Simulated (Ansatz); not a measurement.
| atom | x (Å) | y (Å) | z (Å) |
| --- | --- | --- | --- |
| Si | -0.5461 | -0.0048 | -0.3701 |
| F | -0.1870 | 1.0072 | -1.6435 |
| O | -0.2770 | -1.4698 | -1.1371 |
| H | -0.0828 | -1.1508 | -2.0394 |
| H | -1.9871 | 0.2021 | -0.0098 |
| C | 0.5932 | 0.3057 | 1.0702 |
| H | 0.3404 | -0.3662 | 1.9201 |
| H | 1.6498 | 0.1216 | 0.7825 |
| H | 0.4966 | 1.3548 | 1.4271 |

Not at a stationary point (largest force 0.5 eV/Å).

Theory: Ansatz, RKS PBE/def2-SVP.

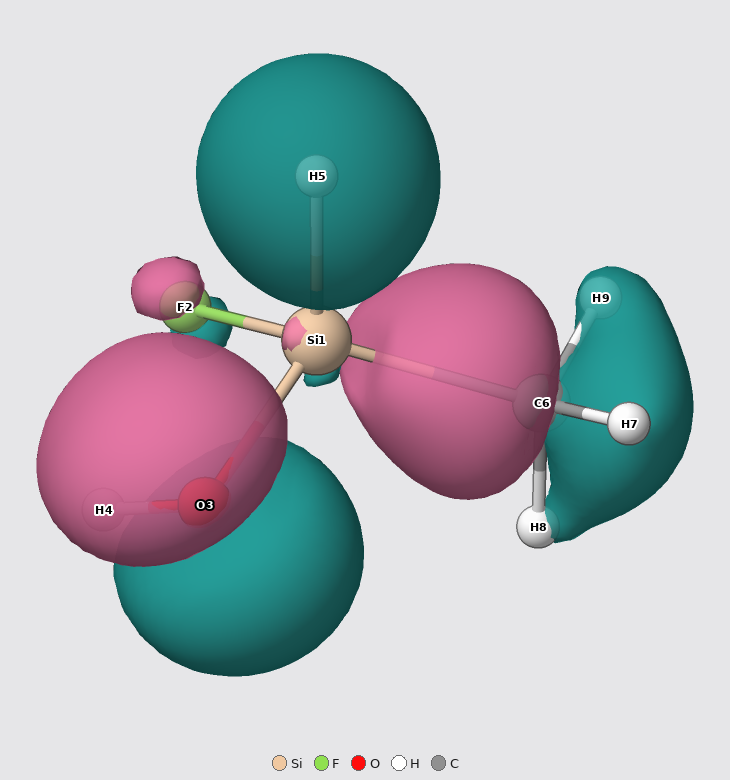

CH$_{5}$FOSi. The HOMO at ±0.1 Å⁻³ᐟ² (teal and pink are the two phases), seen at a tilt.

Question: Where does this orbital lie, and at what energy?

Answer: It lies mainly on O3 (about 55 %), Si1 (about 15 %), C6 (about 15 %) and H5 (about 10 %). Its energy is −6.98 eV.
